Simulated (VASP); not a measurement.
# How plane-wave cutoff and smearing change a VASP run on NiPt, part 4 of 4

A convergence test on NiPt: the plane-wave cutoff and smearing. The atoms are off their equilibrium sites, so that forces can be compared too. The series runs use r2SCAN. The atoms of the start are displaced at random from the sites of a P4/mmm cell.

VASP 6.6.1; r2SCAN, spin-polarised from a ferromagnetic start (one magnetic atom a cell); plane waves and PAW (Ni, Pt).

Still holding for the runs below: The magnetic state follows from one typed start and may not be the lowest. The k-mesh is coarse for a metal.

So far. Step 19 (Smearing: ISMEAR = 2, SIGMA = 0.2): Against the run before the energy at zero width moves by -0.08 meV an atom and the pressure by +0.15 GPa, after 16 cycles in 85 s. The entropy term T·S comes to 0.02 meV an atom in size.

**20. Smearing: ISMEAR = 2, SIGMA = 0.5**

INCAR reads:

```
SYSTEM = NiPt
PREC = Accurate
ENCUT = 400
EDIFF = 1E-06
NELM = 100
ISMEAR = 2
SIGMA = 0.5
LREAL = .FALSE.
ALGO = Normal
METAGGA = R2SCAN
LASPH = .TRUE.
NBANDS = 17
ISPIN = 2
MAGMOM = 1 0
LMAXMIX = 4
LORBIT = 11
LWAVE = .FALSE.
LCHARG = .FALSE.
KPAR = 2
ISIF = 2
```

POSCAR reads:

```
NiPt
1.0
    2.7099397941      0.0000000000      0.0000000000
    0.0000000000      2.7099397941      0.0000000000
    0.0000000000      0.0000000000      3.5783200000
Ni Pt
1 1
Direct
    0.4942610000      0.5115520000      0.5099310000
   -0.0057030000     -0.0093140000      0.0092740000
```

KPOINTS reads:

```
Automatic mesh
0
Gamma
8 8 6
0 0 0
```

Potentials, in the order of the species: Ni and Pt (PBE family, release 64).

On the command line:

```console
$ mpirun -np 2 vasp_std
```

The program printed:

```text
[... set-up lines as in an earlier step ...]
 entering main loop
       N       E                     dE             d eps       ncg     rms          rms(c)
DAV:   1     0.317880318708E+02    0.31788E+02   -0.82467E+03 14040   0.116E+03
DAV:   2    -0.660938590524E+02   -0.97882E+02   -0.90985E+02 13690   0.239E+02
DAV:   3    -0.691494587909E+02   -0.30556E+01   -0.30002E+01 15681   0.508E+01
DAV:   4    -0.691847674628E+02   -0.35309E-01   -0.35292E-01 15717   0.464E+00
[...]
DAV:  16    -0.637114787551E+02   -0.34958E-05   -0.10400E-05 14626   0.430E-02    0.900E-03
DAV:  17    -0.637114823706E+02   -0.36155E-05   -0.14104E-06  7471   0.225E-02    0.515E-03
DAV:  18    -0.637114821758E+02    0.19483E-06   -0.49271E-07  6841   0.806E-03
   1 F= -.63711482E+02 E0= -.63712864E+02  d E =0.552611E-02  mag=     1.3471
```

It took 92 s on 2 MPI ranks of Intel Xeon 6975P-C (Granite Rapids), shared host; peak memory 0.4 GiB; 3 min of CPU time.

OUTCAR, selected parts (step 20):

```text
  Total        0.0863831      0.0589746     -0.0802359     -0.0008700      0.0045261     -0.0003321
  in kB        5.2667272      3.5956506     -4.8919364     -0.0530438      0.2759526     -0.0202499
  external PRESSURE =       1.3234804 kB  Pullay stress =       0.0000000 kB

 POSITION                                       TOTAL-FORCE (eV/Angst)
 -----------------------------------------------------------------------------------
      1.33942      1.38628      1.82470         0.006723     -0.302030     -0.021815
      2.69449      2.68470      0.03319        -0.006723      0.302030      0.021815
 -----------------------------------------------------------------------------------
    total drift:                                0.013127     -0.008129     -0.000750

  FREE ENERGIE OF THE ION-ELECTRON SYSTEM (eV)
  ---------------------------------------------------
  free  energy   TOTEN  =       -63.7114821758 eV

  energy  without entropy=      -63.7170082836  energy(sigma->0) =      -63.71286370

 magnetization (x)
# of ion       s       p       d       tot
------------------------------------------
    1       -0.004  -0.015   0.986   0.967
    2       -0.005  -0.044   0.456   0.406
--------------------------------------------------
tot         -0.010  -0.059   1.442   1.373

[... 2 parts as in an earlier step ...]

[... 1 further part left out ...]
[key lines of the parts left out:]
E-fermi :  10.1221
```

Against the run before the energy at zero width moves by -0.75 meV an atom and the pressure by -0.01 GPa, after 18 cycles in 92 s. The entropy term T·S comes to 2.76 meV an atom in size.

**21. Smearing: ISMEAR = -5**

Edit INCAR of step 20 so:

```diff
@@ -5,4 +5,4 @@
 NELM = 100
-ISMEAR = 2
-SIGMA = 0.5
+ISMEAR = -5
+SIGMA = 0.05
 LREAL = .FALSE.
```

POSCAR is that of step 20.

KPOINTS is that of step 20.

On the command line:

```console
$ mpirun -np 2 vasp_std
```

The program printed:

```text
[... set-up lines as in an earlier step ...]
 entering main loop
       N       E                     dE             d eps       ncg     rms          rms(c)
DAV:   1     0.317810934297E+02    0.31781E+02   -0.82467E+03 14040   0.116E+03
DAV:   2    -0.660943297868E+02   -0.97875E+02   -0.91323E+02 13690   0.239E+02
DAV:   3    -0.691519519766E+02   -0.30576E+01   -0.30048E+01 15681   0.508E+01
DAV:   4    -0.691872794900E+02   -0.35328E-01   -0.35314E-01 15717   0.464E+00
[...]
DAV:  22    -0.637074075328E+02   -0.25756E-05   -0.96879E-06  7905   0.283E-02    0.569E-03
DAV:  23    -0.637074064839E+02    0.10490E-05   -0.56393E-06  6846   0.265E-02    0.375E-03
DAV:  24    -0.637074061818E+02    0.30207E-06   -0.20157E-06  6730   0.144E-02
   1 F= -.63707406E+02 E0= -.63707406E+02  d E =0.000000E+00  mag=     1.1920
 -----------------------------------------------------------------------------
|                                                                             |
|           W    W    AA    RRRRR   N    N  II  N    N   GGGG   !!!           |
|           W    W   A  A   R    R  NN   N  II  NN   N  G    G  !!!           |
|           W    W  A    A  R    R  N N  N  II  N N  N  G       !!!           |
|           W WW W  AAAAAA  RRRRR   N  N N  II  N  N N  G  GGG   !            |
|           WW  WW  A    A  R   R   N   NN  II  N   NN  G    G                |
|           W    W  A    A  R    R  N    N  II  N    N   GGGG   !!!           |
|                                                                             |
|     Tetrahedron method does not include variations of the Fermi             |
|     occupations, so forces and stress will be inaccurate. We suggest        |
|     using a different smearing scheme ISMEAR = 1 or 2 for metals in         |
|     relaxations.                                                            |
|                                                                             |
 -----------------------------------------------------------------------------
```

Elapsed: 2 min, on 2 MPI ranks; peak memory 0.42 GiB; 4 min of CPU time.

OUTCAR, selected parts (step 21):

```text
  Total        0.0752289      0.0555976     -0.1775613      0.0008211      0.0084081      0.0034204
  in kB        4.5866624      3.3897519    -10.8258127      0.0500630      0.5126356      0.2085378
  external PRESSURE =      -0.9497995 kB  Pullay stress =       0.0000000 kB

 POSITION                                       TOTAL-FORCE (eV/Angst)
 -----------------------------------------------------------------------------------
      1.33942      1.38628      1.82470         0.006066     -0.271216     -0.020979
      2.69449      2.68470      0.03319        -0.006066      0.271216      0.020979
 -----------------------------------------------------------------------------------
    total drift:                                0.013445     -0.007834     -0.000767

  FREE ENERGIE OF THE ION-ELECTRON SYSTEM (eV)
  ---------------------------------------------------
  free  energy   TOTEN  =       -63.7074061818 eV

  energy  without entropy=      -63.7074061818  energy(sigma->0) =      -63.70740618

 magnetization (x)
# of ion       s       p       d       tot
------------------------------------------
    1       -0.006  -0.021   0.899   0.872
    2       -0.007  -0.053   0.413   0.352
--------------------------------------------------
tot         -0.013  -0.075   1.312   1.224

[... 2 parts as in an earlier step ...]

[... 1 further part left out ...]
[key lines of the parts left out:]
E-fermi :  10.1377
```

With tetrahedra the forces and stress of a metal are not exact derivatives of the energy.

Against the first of the series the energy at zero width moves by +1.83 meV an atom and the pressure by -0.25 GPa, after 24 cycles in 2 min.

**22. The smearing series as a table**

This step: convergence of r2SCAN results with the smearing; plane waves and PAW (VASP 6.6.1).

No new run; the numbers come from the runs before.

One cell and one 8×8×6 mesh. Free energy against width, by row:

```
Gaussian width σ (eV)  free energy less that at the narrowest width (meV/atom)
                 0.01                                                        0
                 0.05                                                    -0.72
                  0.1                                                     -2.7
                  0.2                                                   -10.26
                  0.5                                                   -65.96
```

Differences are taken from the run with ISMEAR = 0, SIGMA = 0.01. Results of the series, by row:

```
                 setting     status  energy less the reference (meV/atom)  pressure (GPa)  largest force difference (meV/Å)  moment (μB)  SCF cycles  wall time (s)
ISMEAR = 0, SIGMA = 0.01  converged                                     0          0.1562                                 0        1.345          24            118
ISMEAR = 0, SIGMA = 0.05  converged                              -0.05745        0.005021                             1.121         1.31          16             84
 ISMEAR = 0, SIGMA = 0.1  converged                               -0.1695          0.1476                             2.769        1.319          16             84
 ISMEAR = 0, SIGMA = 0.2  converged                               -0.1708          0.2549                             3.964        1.319          16             85
 ISMEAR = 0, SIGMA = 0.5  converged                                 3.705          0.4403                             7.968        1.212          17             88
ISMEAR = 2, SIGMA = 0.01  converged                                0.0147         0.05228                             1.379        1.331          17             88
ISMEAR = 2, SIGMA = 0.05  converged                              -0.00759          0.1452                             0.311          1.3          16             85
 ISMEAR = 2, SIGMA = 0.1  converged                              -0.07494       -0.002893                             0.534        1.307          16             86
 ISMEAR = 2, SIGMA = 0.2  converged                               -0.1512          0.1438                             4.402        1.319          16             85
 ISMEAR = 2, SIGMA = 0.5  converged                               -0.8988          0.1323                             2.139        1.347          18             92
             ISMEAR = -5  converged                                  1.83        -0.09498                             32.95        1.192          24            122
```

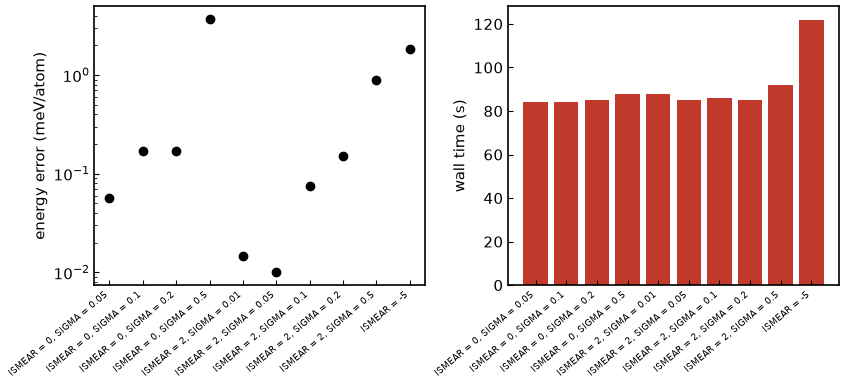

The energy error in size, against the reference run (errors under 0.01 are drawn at 0.01), and the wall time by setting.

**23. Outcome**

```yaml
plane_wave_cutoff_from_which_the_energy_stays_within_10_mev_atom_of_the_reference: ENCUT = 270
plane_wave_cutoff_from_which_the_energy_stays_within_1_mev_atom_of_the_reference: ENCUT = 350
plane_wave_cutoff_from_which_the_pressure_stays_within_0p2_gpa_of_the_reference: ENCUT = 430
spread_of_the_pressure_over_the_plane_wave_cutoff: 306 GPa
spread_of_the_energy_over_the_plane_wave_cutoff: 1987 meV/atom
spread_of_the_pressure_over_the_smearing: 0.535 GPa
spread_of_the_energy_over_the_smearing: 4.60 meV/atom
```

From ENCUT = 350 on, the energy stays within 1 meV an atom of the reference, at 67 % of its time. The pressure holds within 0.2 GPa from ENCUT = 430 on. These cutoffs are 0.6 to 2 times the default of the data sets, about 270 eV; at the default the run is off by -3.4 meV an atom, -1.64 GPa, 1.8 meV/Å in forces, and at 1.3 times by -0.8 meV an atom, -0.63 GPa, 4.6 meV/Å in forces. Energy differences between like cells converge faster than these totals. The usual rule keeps the entropy term T·S under 1 meV an atom, which holds up to a width of 0.01 eV for Gaussian and 0.2 eV for second-order Methfessel-Paxton. That rule is made for Methfessel-Paxton; with the other schemes the zero-width estimate is the energy to use. Farthest in energy from the narrowest smearing lies ISMEAR = 0, SIGMA = 0.5 (+3.7 meV an atom, +0.28 GPa, 8.0 meV/Å in forces). On a fixed mesh a narrow width is not the exact answer for a metal: it samples the Fermi surface more noisily. Differences are taken from the run with ENCUT = 540, which is itself not the exact limit. The runs at ENCUT = 160; ENCUT = 200; ENCUT = 240 are over 30 meV an atom or 2 GPa off and describe the material poorly.

[Lines on the potential files, build, host, timing and source positions are cut from VASP's logs without a mark.]

[Logs are printed without paths, hosts, clocks, repeated set-up lines and the standing remarks that a program may print on its own settings, such as how far it seeks lower states.]

[Hosts, paths, dates, database ids (printed as entryN), source tags and the programs' standing remarks are cut or masked in the printed files.]

[A measured line is paired with the nearest computed mode of its activity, which favours agreement.]
